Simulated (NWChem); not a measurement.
**AlHBrF (SMILES [F][AlH][Br]) at B3LYP/def2-TZVPP**

Aim: the vertical ionisation energy of AlHBrF at B3LYP/def2-TZVPP, from 2 runs. 

The calculation is run with NWChem 7.3.0.

**1. The structure to begin with**

AlHBrF has 4 atoms, charge 0, and is taken as a singlet. As SMILES, `[F][AlH][Br]`. The coordinates come from a PBE0-D4/def2-TZVP relaxation.

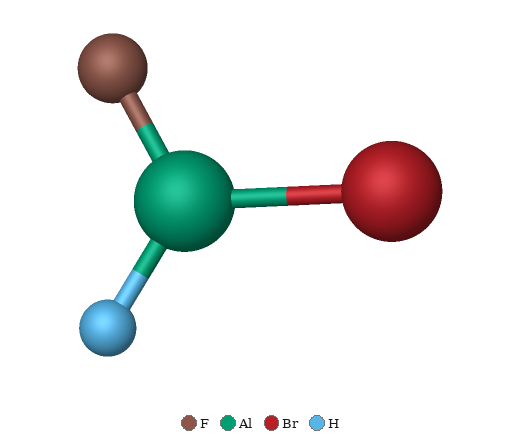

The structure, seen from a chosen angle (fluorine brown, aluminium teal, bromine red, hydrogen blue).

**2. A single-point energy at B3LYP/def2-TZVPP**

Input file mol.nw:

```
start mol
memory stack 880 mb heap 220 mb global 1100 mb
geometry noautosym nocenter noautoz
F      0.779100    -0.805100     1.280100
Al     0.132300     0.076200     0.056400
Br    -1.566600    -0.822700    -1.088000
H      0.710500     1.491300    -0.268800
end
basis spherical bse
F library def2-TZVPP
Al library def2-TZVPP
Br library def2-TZVPP
H library def2-TZVPP
end
dft
xc b3lyp
grid fine
convergence energy 1e-08
iterations 100
mulliken
noprint "final vectors analysis"
end
task dft energy
```

Command:

```sh
$ nwchem mol.nw > mol.out
```

Log:

```text
[...]
          Wavefunction type:  closed shell.
          No. of atoms     :     4
          No. of electrons :    58
[...]
          Charge           :     0
          Spin multiplicity:     1
[...]
          AO basis - number of functions:   135
[...]
              XC Information
              --------------
                         B3LYP Method XC Potential
                     Hartree-Fock (Exact) Exchange  0.200
                        Slater Exchange Functional  0.800 local
                    Becke 1988 Exchange Functional  0.720 non-local
              Lee-Yang-Parr Correlation Functional  0.810
                  VWN I RPA Correlation Functional  0.190 local
[...]
 d= 0,ls=0.0,diis     1  -2917.1925656319 -3.12D+03  6.86D-03  1.26D+00     4.6
[...]
 d= 0,ls=0.0,diis     8  -2917.2744207935  4.69D-09  2.58D-06  7.84D-07    26.5
         Total DFT energy =    -2917.274420793525
      One electron energy =    -4472.801217044083
           Coulomb energy =     1469.469330669159
    Exchange-Corr. energy =     -120.971150258735
 Nuclear repulsion energy =      207.028615840135
[...]
      Total Density - Mulliken Population Analysis
     ---------------------------------------------
    Atom       Charge   Shell Charges
 -----------   ------   -------------------------------------------------------
    1 F    9     9.34   0.77  1.20  0.61  0.97  0.35  2.29  2.13  1.02  0.00  0.01  0.00
    2 Al  13    12.34   2.00  0.63  1.34  0.78  0.15  2.95  2.19  0.89  0.79  0.15  0.01  0.21  0.15  0.09
    3 Br  35    35.21   2.00  2.01  1.16  0.78  1.07  0.90  6.00  5.92  1.38  2.65  1.33  8.94  1.02  0.03  0.02  0.00
    4 H    1     1.11   0.24  0.53  0.33  0.00  0.01  0.00
[...]
```

Run time: 27 s. Hardware: 1 thread of AMD EPYC 9R14 (Zen 4), shared host; peak memory 0.12 GiB.

**3. The doublet cation**

Input file struct.nw:

```
start struct
memory 2200 mb
charge 1

geometry noautosym nocenter noautoz
   F      0.779100    -0.805100     1.280100
   Al     0.132300     0.076200     0.056400
   Br    -1.566600    -0.822700    -1.088000
   H      0.710500     1.491300    -0.268800
end

basis spherical bse
   * library def2-TZVPP
end

dft
   xc b3lyp
   mult 2
   grid fine
   convergence energy 1e-08
   iterations 100
   mulliken
   print low
end

task dft energy
```

Command:

```sh
$ nwchem struct.nw > struct.out
```

Log:

```text
[...]
 d= 0,ls=0.0,diis     1  -2916.3198827968 -3.12D+03  1.07D-02  2.65D+00     5.1
[...]
 d= 0,ls=0.0,diis    16  -2916.8586295094 -4.63D-09  3.03D-07  1.45D-09    61.2
[...]
         Total DFT energy =    -2916.858629509377
      One electron energy =    -4456.838741962340
           Coulomb energy =     1453.603779080352
    Exchange-Corr. energy =     -120.652282467523
 Nuclear repulsion energy =      207.028615840135
[...]
      Total Density - Mulliken Population Analysis
     ---------------------------------------------
    Atom       Charge   Shell Charges
 -----------   ------   -------------------------------------------------------
    1 F    9     9.24   0.77  1.20  0.61  0.98  0.34  2.28  2.12  0.93  0.00  0.01  0.00
    2 Al  13    12.20   2.00  0.63  1.34  0.80  0.09  2.95  2.19  0.89  0.80  0.08  0.01  0.20  0.12  0.09
    3 Br  35    34.60   2.00  2.01  1.16  0.78  1.14  0.87  6.00  5.92  1.33  2.55  0.83  8.95  1.02  0.03  0.03  0.00
    4 H    1     0.96   0.22  0.51  0.22  0.00  0.01  0.00
[...]
      <S2> =      0.7566 (Exact =     0.7500)
[...]
```

Run time: 62 s. Hardware: 1 thread of AMD EPYC 9R14 (Zen 4), shared host; peak memory 0.13 GiB.

**4. Outcome**

At B3LYP/def2-TZVPP:

```
                                          quantity           value
                      singlet AlHBrF: total energy  -2917.27442 Eh
                     singlet AlHBrF: dipole moment          1.17 D
                      doublet cation: total energy  -2916.85863 Eh
                              doublet cation: ⟨S²⟩           0.757
vertical ionisation energy (to the doublet cation)       11.314 eV
```

**Reading.** Removing an electron at fixed nuclei costs 11.31 eV (261 kcal/mol). Mulliken charges (singlet AlHBrF) run from -0.34 on F1 to +0.66 on Al2; they depend strongly on the basis.
